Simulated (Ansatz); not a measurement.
**BP (triplet): PBE0, B3LYP over a scan of the distance B1–P2, 6-31G, part 1 of 2**

How well do these functionals follow the top wave-function level for BP (triplet) over a scan of the distance B1–P2?

Computed with Ansatz 0.2.0, Gaussian basis. Level: 6-31G, all electrons in the functionals.

The runs, in order: PBE0, B3LYP, at 1.396 Å; 1.585 Å; 1.736 Å; 1.895 Å; 2.122 Å; 2.375 Å; 2.843 Å; 3.290 Å; 3.849 Å; 4.788 Å; 5.805 Å.

22 further runs of the same task are left out: 1 for a known fault of the program, 16 that didn't finish, 5 set aside as unsound or not needed. Runs told in other sessions of the task aren't counted.

### Step 1. What is computed

The geometry derives from a PBE0/def2-TZVP stationary point (not a proven minimum). One bond is set to the value named and the two fragments are kept rigid.

2 atoms, charge 0, spin multiplicity 3.

Atoms are counted from 1 here; the program's logs count them from 0.

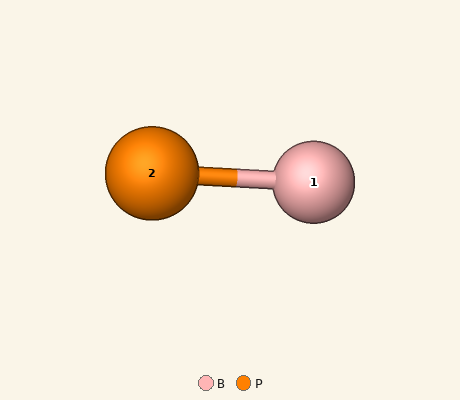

The geometry (boron pink, phosphorus orange); atoms are numbered from 1 in the order of the file.

No dispersion term is added. B3LYP takes the VWN-RPA correlation.

The geometry shown and the zero of energy belong to the point 1.736 Å. The yardstick, FCI, and other wave-function levels (R restricted, U unrestricted, valence and pair active spaces) come from earlier runs.

### Step 2. PBE0, 1.396 Å

in.yaml reads:

```yaml
crystal:
  periodic: [false, false, false]
  atoms:
    - {symbol: B, position_ang: [0.000000, 0.000000, 0.000000]}
    - {symbol: P, position_ang: [0.000000, 0.000000, 1.396000]}
basis:
  gaussian: {orbitals: 6-31G}
magnetization: {spin_polarized: true, initial_magnetization: 2}
hamiltonian: {xc: {name: PBE0}}
output: {orbitals: {seedname: orbitals}}
```

Started as:

```
ansatz run in.yaml --threads 1 --pin off --events-out ev --progress --plain --max-ram 2393MiB
```

Standard output:

```text
Functional definition: PBE0
  name "PBE0"
  cite "Adamo & Barone, J. Chem. Phys. 110, 6158 (1999) doi:10.1063/1.478522"
  cite "Perdew, Burke & Ernzerhof, Phys. Rev. Lett. 77, 3865 (1996) doi:10.1103/PhysRevLett.77.3865"
  parent pbe
  parameter a = 0.25
  parameter kappa = 0.804
  parameter beta = 0.06672455060314922
  exchange = (1 - a)*pbe_x(kappa = kappa, mu = beta*pi^2/3) + a*exact_x
  correlation = pbe_c(beta = beta)
266 factors; integrals over basis functions are off by at most 6.5e-5 eV
mean field evaluation 1: about -9950.4506 eV, gradient 6.8e0 eV
mean field evaluation 2: about -9950.6756 eV, gradient 5.6e0 eV
mean field evaluation 4: about -9950.9305 eV, gradient 4.1e-1 eV
mean field evaluation 8: about -9950.9958 eV, gradient 1.2e-2 eV
mean field evaluation 16: about -9950.2495 eV, gradient 4.0e0 eV
mean field -9950.99579783 eV, -365.6923505429 hartree, gradient 2.7e-6 eV, S^2 2.007409; 1 other end points of the search recorded, 0 dependent functions left out
reference -9950.99581618 eV, -365.6923512175 hartree; 11, 9 occupied and 11, 13 virtual orbitals, 266 factors
Total energy: -9950.99581618 eV, -365.6923512175 hartree
```

Run time: 0.48 s. Hardware: 1 thread of Intel Xeon at 2.80GHz, shared host.

From the report: ⟨S²⟩ of the determinant 2.007 (pure triplet: 2.00).

### Step 3. PBE0, 1.585 Å

in.yaml reads:

```yaml
crystal:
  periodic: [false, false, false]
  atoms:
    - {symbol: B, position_ang: [0.000000, 0.000000, 0.000000]}
    - {symbol: P, position_ang: [0.000000, 0.000000, 1.585000]}
basis:
  gaussian: {orbitals: 6-31G}
magnetization: {spin_polarized: true, initial_magnetization: 2}
hamiltonian: {xc: {name: PBE0}}
output: {forces: true, orbitals: {seedname: orbitals}}
```

The command is unchanged.

Standard output, shortened:

```text
Functional definition: PBE0
  name "PBE0"
  cite "Adamo & Barone, J. Chem. Phys. 110, 6158 (1999) doi:10.1063/1.478522"
  cite "Perdew, Burke & Ernzerhof, Phys. Rev. Lett. 77, 3865 (1996) doi:10.1103/PhysRevLett.77.3865"
  parent pbe
[...]
266 factors; integrals over basis functions are off by at most 1.1e-4 eV
[...]
mean field -9954.04249465 eV, -365.8043145859 hartree, gradient 5.3e-5 eV, S^2 2.009701; 0 other end points of the search recorded, 0 dependent functions left out
[...]
reference -9954.04251344 eV, -365.8043152766 hartree; 11, 9 occupied and 11, 13 virtual orbitals, 266 factors
Total energy: -9954.04251344 eV, -365.8043152766 hartree
Atom 0 at     0.000000     0.000000     0.000000 Å, force     0.000000     0.000000    -8.341681 eV/Å
Atom 1 at     0.000000     0.000000     1.585000 Å, force    -0.000000    -0.000000     8.341681 eV/Å
Dipole moment:     0.000000    -0.000000    -0.117921 e Å
```

Run time: 0.63 s. Hardware: 1 thread of Intel Xeon at 2.80GHz, shared host.

From the report: ⟨S²⟩ of the determinant 2.010 (pure triplet: 2.00).

The fields below are evaluated on a grid from the run's orbitals.

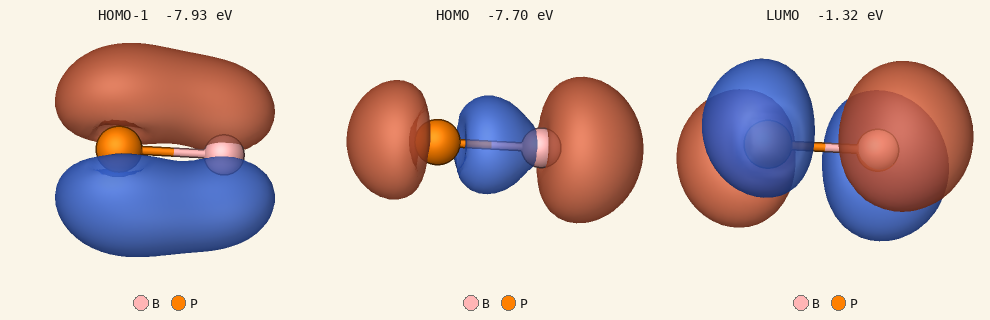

PBE0/6-31G orbitals (alpha spin) near the gap, drawn at the value that encloses 70 % of each; the two colours are the two signs.

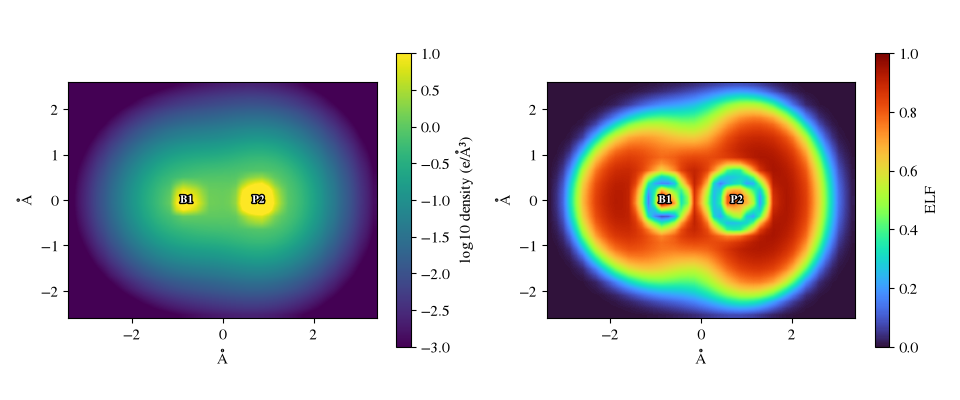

Density (left) and ELF (right) in a plane through or near 2 of the atoms.

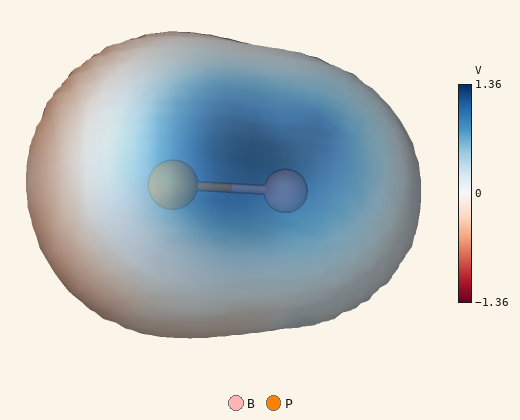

Electrostatic potential on the surface of density 0.002 e/bohr³; red is low, blue high. It runs from -0.42 to 1.36 V.

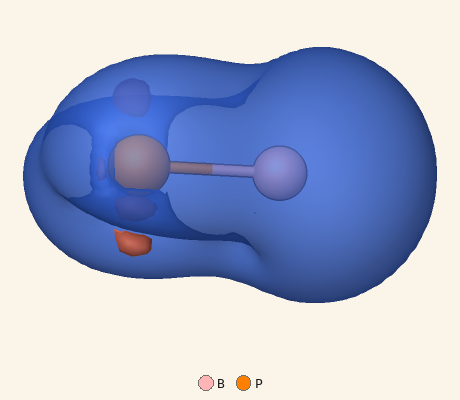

Spin density at ±0.02 e/Å³ (alpha excess blue, beta excess red).

### Step 4. PBE0, 1.736 Å

in.yaml reads:

```yaml
crystal:
  periodic: [false, false, false]
  atoms:
    - {symbol: B, position_ang: [0.000000, 0.000000, 0.000000]}
    - {symbol: P, position_ang: [0.000000, 0.000000, 1.736300]}
basis:
  gaussian: {orbitals: 6-31G}
magnetization: {spin_polarized: true, initial_magnetization: 2}
hamiltonian: {xc: {name: PBE0}}
output: {orbitals: {seedname: orbitals}}
```

Same command.

Standard output:

```text
Functional definition: PBE0
  name "PBE0"
  cite "Adamo & Barone, J. Chem. Phys. 110, 6158 (1999) doi:10.1063/1.478522"
  cite "Perdew, Burke & Ernzerhof, Phys. Rev. Lett. 77, 3865 (1996) doi:10.1103/PhysRevLett.77.3865"
  parent pbe
  parameter a = 0.25
  parameter kappa = 0.804
  parameter beta = 0.06672455060314922
  exchange = (1 - a)*pbe_x(kappa = kappa, mu = beta*pi^2/3) + a*exact_x
  correlation = pbe_c(beta = beta)
266 factors; integrals over basis functions are off by at most 1.3e-4 eV
mean field evaluation 1: about -9954.3542 eV, gradient 5.3e0 eV
mean field evaluation 2: about -9954.0047 eV, gradient 9.2e0 eV
mean field evaluation 4: about -9954.6794 eV, gradient 3.7e-1 eV
mean field evaluation 8: about -9954.7205 eV, gradient 8.1e-2 eV
mean field evaluation 16: about -9954.7211 eV, gradient 2.3e-5 eV
mean field -9954.72105595 eV, -365.8292512540 hartree, gradient 2.3e-5 eV, S^2 2.010906; 0 other end points of the search recorded, 0 dependent functions left out
reference -9954.72107517 eV, -365.8292519604 hartree; 11, 9 occupied and 11, 13 virtual orbitals, 266 factors
Total energy: -9954.72107517 eV, -365.8292519604 hartree
```

Run time: 0.48 s. Hardware: 1 thread of Intel Xeon at 2.80GHz, shared host.

From the report: ⟨S²⟩ of the determinant 2.011 (pure triplet: 2.00).

### Step 5. PBE0, 1.895 Å

in.yaml, as its differences from that of step 4:

```diff
@@ -4,3 +4,3 @@
     - {symbol: B, position_ang: [0.000000, 0.000000, 0.000000]}
-    - {symbol: P, position_ang: [0.000000, 0.000000, 1.736300]}
+    - {symbol: P, position_ang: [0.000000, 0.000000, 1.895000]}
 basis:
```

The command is unchanged.

Standard output:

```text
Functional definition: PBE0
  name "PBE0"
  cite "Adamo & Barone, J. Chem. Phys. 110, 6158 (1999) doi:10.1063/1.478522"
  cite "Perdew, Burke & Ernzerhof, Phys. Rev. Lett. 77, 3865 (1996) doi:10.1103/PhysRevLett.77.3865"
  parent pbe
  parameter a = 0.25
  parameter kappa = 0.804
  parameter beta = 0.06672455060314922
  exchange = (1 - a)*pbe_x(kappa = kappa, mu = beta*pi^2/3) + a*exact_x
  correlation = pbe_c(beta = beta)
266 factors; integrals over basis functions are off by at most 1.3e-4 eV
mean field evaluation 1: about -9954.0301 eV, gradient 7.5e0 eV
mean field evaluation 2: about -9951.2279 eV, gradient 2.1e1 eV
mean field evaluation 4: about -9954.5977 eV, gradient 3.3e-1 eV
mean field evaluation 8: about -9954.6277 eV, gradient 3.7e-2 eV
mean field evaluation 16: about -9954.6279 eV, gradient 7.0e-5 eV
mean field -9954.62791494 eV, -365.8258283847 hartree, gradient 2.0e-5 eV, S^2 2.010167; 3 other end points of the search recorded, 0 dependent functions left out
reference -9954.62793461 eV, -365.8258291077 hartree; 11, 9 occupied and 11, 13 virtual orbitals, 266 factors
Total energy: -9954.62793461 eV, -365.8258291077 hartree
```

Run time: 0.63 s. Hardware: 1 thread of Intel Xeon at 2.80GHz, shared host.

From the report: ⟨S²⟩ of the determinant 2.010 (pure triplet: 2.00).

From 1.736 Å: +0.093 eV.

### Step 6. PBE0, 2.122 Å

in.yaml reads:

```yaml
crystal:
  periodic: [false, false, false]
  atoms:
    - {symbol: B, position_ang: [0.000000, 0.000000, 0.000000]}
    - {symbol: P, position_ang: [0.000000, 0.000000, 2.122000]}
basis:
  gaussian: {orbitals: 6-31G}
magnetization: {spin_polarized: true, initial_magnetization: 2}
hamiltonian: {xc: {name: PBE0}}
output: {forces: true, orbitals: {seedname: orbitals}}
```

Launched as before.

Standard output, shortened:

```text
Functional definition: PBE0
  name "PBE0"
  cite "Adamo & Barone, J. Chem. Phys. 110, 6158 (1999) doi:10.1063/1.478522"
  cite "Perdew, Burke & Ernzerhof, Phys. Rev. Lett. 77, 3865 (1996) doi:10.1103/PhysRevLett.77.3865"
  parent pbe
[...]
266 factors; integrals over basis functions are off by at most 1.4e-4 eV
[...]
mean field -9953.93785826 eV, -365.8004692697 hartree, gradient 7.1e-6 eV, S^2 2.008123; 3 other end points of the search recorded, 0 dependent functions left out
[...]
reference -9953.93787843 eV, -365.8004700109 hartree; 11, 9 occupied and 11, 13 virtual orbitals, 266 factors
Total energy: -9953.93787843 eV, -365.8004700109 hartree
Atom 0 at     0.000000     0.000000     0.000000 Å, force     0.000000     0.000000     3.522993 eV/Å
Atom 1 at     0.000000     0.000000     2.122000 Å, force    -0.000000    -0.000000    -3.522993 eV/Å
Dipole moment:    -0.000000    -0.000000    -0.225193 e Å
```

Run time: 0.99 s. Hardware: 1 thread of Intel Xeon at 2.80GHz, shared host.

From the report: ⟨S²⟩ of the determinant 2.008 (pure triplet: 2.00).

From 1.736 Å: +0.783 eV.

### Step 7. PBE0, 2.375 Å

in.yaml reads:

```yaml
crystal:
  periodic: [false, false, false]
  atoms:
    - {symbol: B, position_ang: [0.000000, 0.000000, 0.000000]}
    - {symbol: P, position_ang: [0.000000, 0.000000, 2.375000]}
basis:
  gaussian: {orbitals: 6-31G}
magnetization: {spin_polarized: true, initial_magnetization: 2}
hamiltonian: {xc: {name: PBE0}}
output: {orbitals: {seedname: orbitals}}
```

Same command.

Standard output, shortened:

```text
Functional definition: PBE0
  name "PBE0"
  cite "Adamo & Barone, J. Chem. Phys. 110, 6158 (1999) doi:10.1063/1.478522"
  cite "Perdew, Burke & Ernzerhof, Phys. Rev. Lett. 77, 3865 (1996) doi:10.1103/PhysRevLett.77.3865"
  parent pbe
[...]
266 factors; integrals over basis functions are off by at most 1.8e-4 eV
[...]
mean field -9953.48536434 eV, -365.7838404248 hartree, gradient 6.7e-6 eV, S^2 2.032716; 11 other end points of the search recorded, 0 dependent functions left out
reference -9953.48538477 eV, -365.7838411756 hartree; 11, 9 occupied and 11, 13 virtual orbitals, 266 factors
Total energy: -9953.48538477 eV, -365.7838411756 hartree
```

Wall time 2.2 s (1 thread of Intel Xeon at 2.80GHz, shared host).

From the report: ⟨S²⟩ of the determinant 2.033 (pure triplet: 2.00).

From 1.736 Å: +1.236 eV.

### Step 8. PBE0, 2.843 Å

in.yaml, as its differences from that of step 7:

```diff
@@ -4,3 +4,3 @@
     - {symbol: B, position_ang: [0.000000, 0.000000, 0.000000]}
-    - {symbol: P, position_ang: [0.000000, 0.000000, 2.375000]}
+    - {symbol: P, position_ang: [0.000000, 0.000000, 2.843000]}
 basis:
```

Same command.

Standard output, shortened:

```text
Functional definition: PBE0
  name "PBE0"
  cite "Adamo & Barone, J. Chem. Phys. 110, 6158 (1999) doi:10.1063/1.478522"
  cite "Perdew, Burke & Ernzerhof, Phys. Rev. Lett. 77, 3865 (1996) doi:10.1103/PhysRevLett.77.3865"
  parent pbe
[...]
266 factors; integrals over basis functions are off by at most 1.4e-4 eV
[...]
mean field -9952.68181835 eV, -365.7543106544 hartree, gradient 1.3e-5 eV, S^2 2.189063; 3 other end points of the search recorded, 0 dependent functions left out
reference -9952.68183917 eV, -365.7543114195 hartree; 11, 9 occupied and 11, 13 virtual orbitals, 266 factors
Total energy: -9952.68183917 eV, -365.7543114195 hartree
```

Wall time 0.75 s (1 thread of Intel Xeon at 2.80GHz, shared host).

From the report: ⟨S²⟩ of the determinant 2.189 (pure triplet: 2.00).

From 1.736 Å: +2.039 eV.

### Step 9. PBE0, 3.290 Å

in.yaml, as its differences from that of step 8:

```diff
@@ -4,3 +4,3 @@
     - {symbol: B, position_ang: [0.000000, 0.000000, 0.000000]}
-    - {symbol: P, position_ang: [0.000000, 0.000000, 2.843000]}
+    - {symbol: P, position_ang: [0.000000, 0.000000, 3.290000]}
 basis:
```

The command is unchanged.

Standard output, shortened:

```text
Functional definition: PBE0
  name "PBE0"
  cite "Adamo & Barone, J. Chem. Phys. 110, 6158 (1999) doi:10.1063/1.478522"
  cite "Perdew, Burke & Ernzerhof, Phys. Rev. Lett. 77, 3865 (1996) doi:10.1103/PhysRevLett.77.3865"
  parent pbe
[...]
266 factors; integrals over basis functions are off by at most 2.2e-4 eV
[...]
mean field -9952.17725400 eV, -365.7357682564 hartree, gradient 4.9e-6 eV, S^2 2.610163; 2 other end points of the search recorded, 0 dependent functions left out
reference -9952.17727597 eV, -365.7357690638 hartree; 11, 9 occupied and 11, 13 virtual orbitals, 266 factors
Total energy: -9952.17727597 eV, -365.7357690638 hartree
```

It took 0.78 s on 1 thread of Intel Xeon at 2.80GHz, shared host.

From the report: ⟨S²⟩ of the determinant 2.610 (pure triplet: 2.00). The determinant of PBE0 (⟨S²⟩ 2.61) is far from a pure spin state, so its energy mixes those of several spin states; that is harmless only where they are near-degenerate.

From 1.736 Å: +2.544 eV.

### Step 10. PBE0, 3.849 Å

in.yaml reads:

```yaml
crystal:
  periodic: [false, false, false]
  atoms:
    - {symbol: B, position_ang: [0.000000, 0.000000, 0.000000]}
    - {symbol: P, position_ang: [0.000000, 0.000000, 3.849000]}
basis:
  gaussian: {orbitals: 6-31G}
magnetization: {spin_polarized: true, initial_magnetization: 2}
hamiltonian: {xc: {name: PBE0}}
output: {forces: true, orbitals: {seedname: orbitals}}
```

The command is unchanged.

Standard output, shortened:

```text
Functional definition: PBE0
  name "PBE0"
  cite "Adamo & Barone, J. Chem. Phys. 110, 6158 (1999) doi:10.1063/1.478522"
  cite "Perdew, Burke & Ernzerhof, Phys. Rev. Lett. 77, 3865 (1996) doi:10.1103/PhysRevLett.77.3865"
  parent pbe
[...]
266 factors; integrals over basis functions are off by at most 2.0e-4 eV
[...]
mean field -9951.90415106 eV, -365.7257319086 hartree, gradient 4.3e-6 eV, S^2 2.863474; 2 other end points of the search recorded, 0 dependent functions left out
[...]
reference -9951.90417334 eV, -365.7257327273 hartree; 11, 9 occupied and 11, 13 virtual orbitals, 266 factors
Total energy: -9951.90417334 eV, -365.7257327273 hartree
Atom 0 at     0.000000     0.000000     0.000000 Å, force    -0.000000    -0.000000     0.296535 eV/Å
Atom 1 at     0.000000     0.000000     3.849000 Å, force    -0.000000     0.000000    -0.296535 eV/Å
Dipole moment:     0.000000    -0.000000    -0.255632 e Å
```

Wall time 0.99 s (1 thread of Intel Xeon at 2.80GHz, shared host).

From the report: ⟨S²⟩ of the determinant 2.863 (pure triplet: 2.00). The determinant of PBE0 (⟨S²⟩ 2.86) is far from a pure spin state, so its energy mixes those of several spin states; that is harmless only where they are near-degenerate.

From 1.736 Å: +2.817 eV.

Orbitals, density, ELF and potential are computed afterwards from the orbital file.

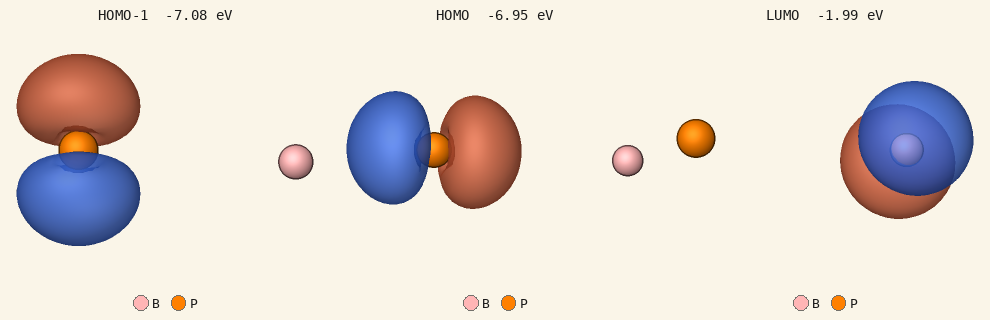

PBE0/6-31G orbitals (alpha spin) near the gap, drawn at the value that encloses 70 % of each; the two colours are the two signs.

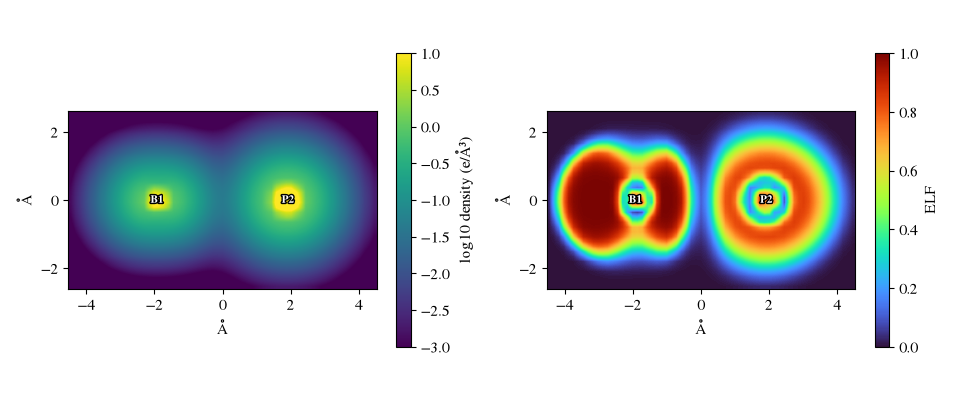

Density (left) and ELF (right) in a plane through or near 2 of the atoms.

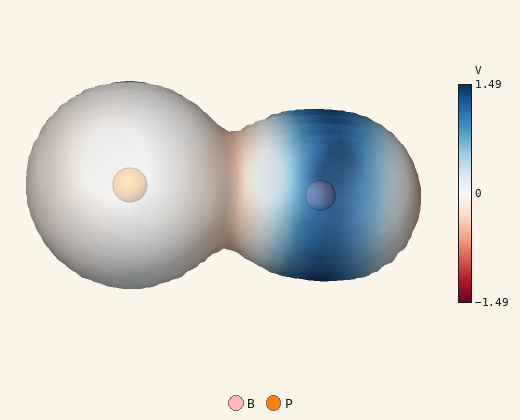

The potential that a unit positive charge feels on the 0.002 e/bohr³ surface, from -0.39 to 1.49 V.

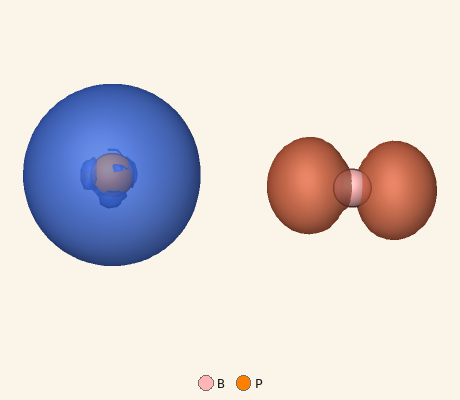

Spin density at ±0.07 e/Å³ (alpha excess blue, beta excess red).

### Step 11. PBE0, 4.788 Å

in.yaml, as its differences from that of step 10:

```diff
@@ -4,3 +4,3 @@
     - {symbol: B, position_ang: [0.000000, 0.000000, 0.000000]}
-    - {symbol: P, position_ang: [0.000000, 0.000000, 3.849000]}
+    - {symbol: P, position_ang: [0.000000, 0.000000, 4.788000]}
 basis:
```

The command is unchanged.

Standard output, shortened:

```text
Functional definition: PBE0
  name "PBE0"
  cite "Adamo & Barone, J. Chem. Phys. 110, 6158 (1999) doi:10.1063/1.478522"
  cite "Perdew, Burke & Ernzerhof, Phys. Rev. Lett. 77, 3865 (1996) doi:10.1103/PhysRevLett.77.3865"
  parent pbe
[...]
266 factors; integrals over basis functions are off by at most 4.0e-4 eV
[...]
mean field -9951.76203766 eV, -365.7205093375 hartree, gradient 1.6e-8 eV, S^2 2.981954; 1 other end points of the search recorded, 0 dependent functions left out
[...]
reference -9951.76206187 eV, -365.7205102270 hartree; 11, 9 occupied and 11, 13 virtual orbitals, 266 factors
Total energy: -9951.76206187 eV, -365.7205102270 hartree
Atom 0 at     0.000000     0.000000     0.000000 Å, force    -0.000000     0.000000     0.062451 eV/Å
Atom 1 at     0.000000     0.000000     4.788000 Å, force     0.000000    -0.000000    -0.062451 eV/Å
Dipole moment:     0.000000    -0.000000    -0.064242 e Å
```

Wall time 1.4 s (1 thread of Intel Xeon at 2.80GHz, shared host).

From the report: ⟨S²⟩ of the determinant 2.982 (pure triplet: 2.00). The determinant of PBE0 (⟨S²⟩ 2.98) is far from a pure spin state, so its energy mixes those of several spin states; that is harmless only where they are near-degenerate.

From 1.736 Å: +2.959 eV.

The fields below are evaluated on a grid from the run's orbitals.

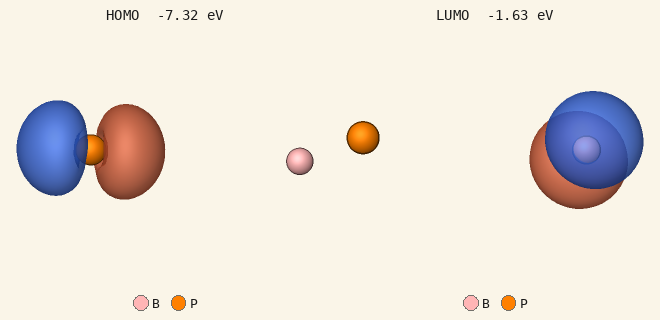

Frontier orbitals at PBE0/6-31G (alpha spin); each surface holds 70 % of the orbital's density, blue and red mark the sign.

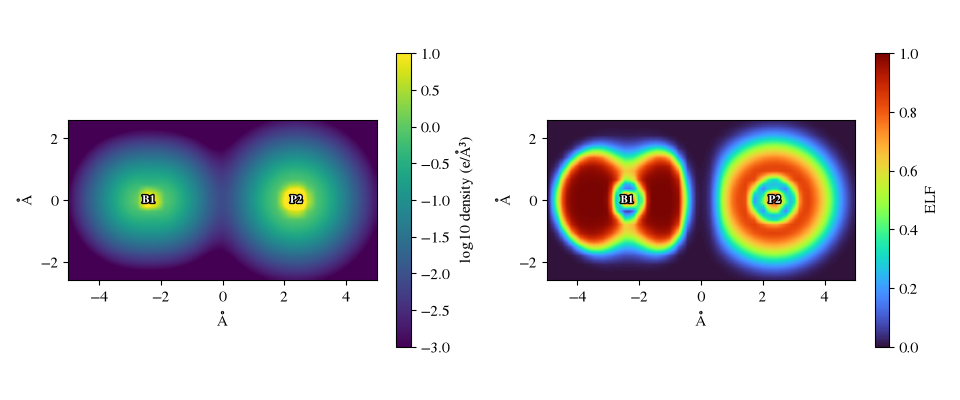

Density (left) and ELF (right) in a plane through or near 2 of the atoms.

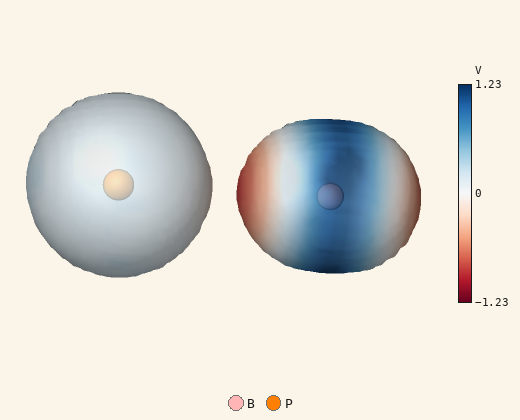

The potential that a unit positive charge feels on the 0.002 e/bohr³ surface, from -0.72 to 1.23 V.

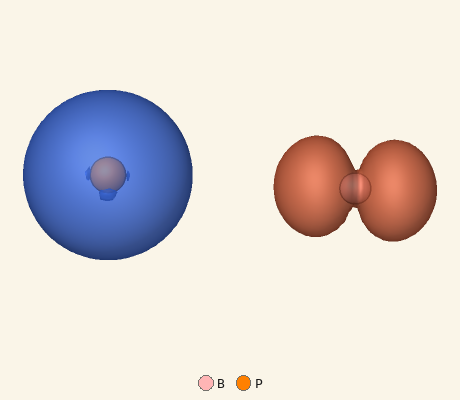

Spin density at ±0.04 e/Å³ (alpha excess blue, beta excess red).

(Continued in part 2 of 2.)
